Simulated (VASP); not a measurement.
Band structure of SrO (rock salt). Level of theory: modified Becke-Johnson potential (mBJ) with spin-orbit coupling, VASP's PBE PAW potentials (set 64) (plane waves; VASP).

mBJ is a potential without an energy functional, so only the levels count.

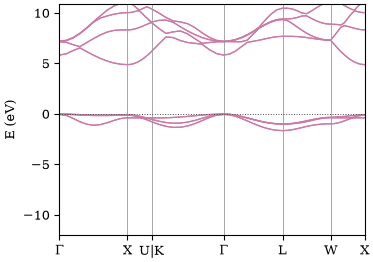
Bands along high-symmetry lines, zero at the valence-band maximum or, without a gap, the Fermi level

Read the plot: is there a gap, and where are the band edges?

The gap is indirect, 4.89 eV, from the valence maximum at Γ to the conduction minimum at X.

The compound is SrO in the rock salt structure. It was relaxed first. The cell's shape comes from a PBE relaxation.
